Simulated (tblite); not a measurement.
**Relaxed scan, with input and output: C₅H₁₀OS₂**

System: C₅H₁₀OS₂.
Method: GFN2-xTB relaxed scan under a harmonic restraint, gas phase (tblite 0.8.0).

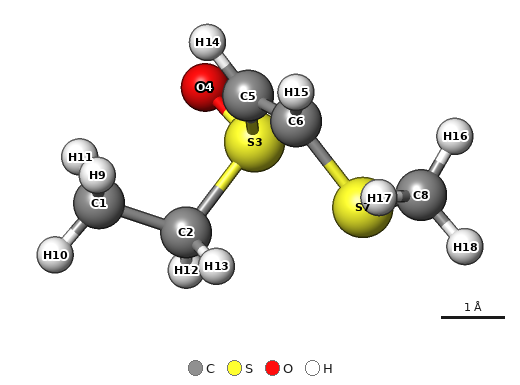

**Figure 1.** The input geometry (ball-and-stick view, seen at a tilt; atoms are numbered from 1 in the order of the input). Bond lengths as drawn: C–C 1.32 to 1.51 Å, C–H 1.08 to 1.09 Å, C–S 1.75 to 1.86 Å and O–S 1.46 Å.

**Input**
```
{"job": {"xc": "GFN2-xTB", "basis": "xTB", "coordinate": [["t", [4, 1, 3, 2], 0.3333333333333333], ["t", [1, 3, 4, 2], 0.3333333333333333], ["t", [3, 4, 1, 2], 0.3333333333333333]], "kind": "drive"}, "charge": 0, "multiplicity": 1}
C      2.614946    -0.679307     0.237914
C      1.337925    -1.478861     0.357324
S      0.377692    -0.958612     1.868457
O      1.364859    -0.848054     2.943412
C      0.088675     0.737884     1.311777
C     -0.902374     1.035115     0.484134
S     -1.923716    -0.176542    -0.263449
C     -3.203657     0.901363    -0.975198
H      2.408672     0.338166    -0.088355
H      3.298566    -1.140908    -0.471542
H      3.099628    -0.642108     1.213100
H      1.546929    -2.537141     0.508710
H      0.667060    -1.357767    -0.489380
H      0.711526     1.482650     1.778330
H     -1.130103     2.047714     0.184986
H     -3.713654     1.433802    -0.177773
H     -2.748844     1.594587    -1.677047
H     -3.902888     0.254337    -1.494772
```

The first line tells a small driver script what to run in tblite; the rest is the geometry in Å.

Command:
```bash
OMP_NUM_THREADS=1 python <driver script> task.json out
```

**Output**
```
point  coordinate     E/eV
  0     38.100     -715.60355
  1     29.900     -715.21187
  2     20.000     -714.57639
  3      7.700     -713.80618
  4    -19.400     -714.52851
  5    -29.800     -715.17084
  6    -38.000     -715.57225
  7    -44.600     -715.70204
```

**Summary**

```json
{"quantity": "outcome", "value": "converged"}
{"quantity": "hardware", "value": "1 CPU thread, shared host"}
{"quantity": "wall time", "value": "3.1 s"}
{"quantity": "peak memory", "value": "0.19 GiB"}
```
